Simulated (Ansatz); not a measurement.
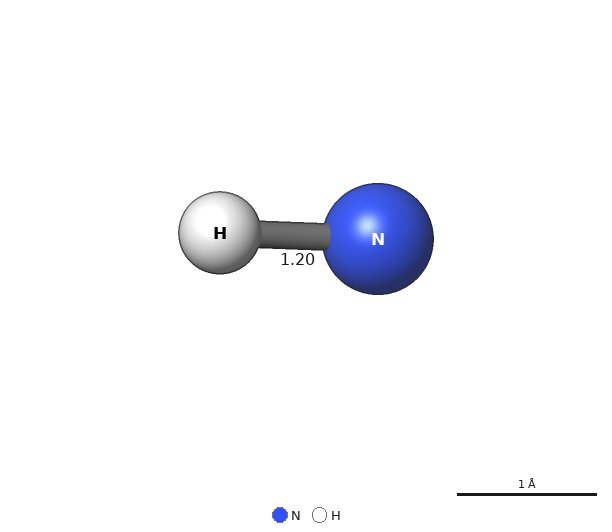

The species is neutral and a spin triplet. Geometry: a fixed input geometry, not necessarily a minimum. Basis: cc-pVTZ. Computed at fixed atoms with Ansatz. R, U and RO name restricted, unrestricted and restricted open-shell orbitals; core potentials come with def2 and Stuttgart sets past Kr, some runs use density fitting (about 1 meV), and each entry rests on the lowest determinant that the runs found.

```xyz
2
charge 0, multiplicity 3
N     0.0000    0.0000   -0.6009
H     0.0000    0.0000    0.6009
```

Give total energies (hartree) and correlation energies for RO-BCCD(T) (1 frozen); RO-CCSD(T) (1 frozen); U-BCCD(T) (1 frozen); U-CCSD(T) (1 frozen).

```json
{"method": "RO-BCCD(T) (1 frozen)", "energy (Eh)": "-55.1279", "correlation (mEh)": "–"}
{"method": "RO-CCSD(T) (1 frozen)", "energy (Eh)": "-55.1279", "correlation (mEh)": "-172.8"}
{"method": "U-BCCD(T) (1 frozen)", "energy (Eh)": "-55.1279", "correlation (mEh)": "–"}
{"method": "U-CCSD(T) (1 frozen)", "energy (Eh)": "-55.1279", "correlation (mEh)": "-164.2"}
```
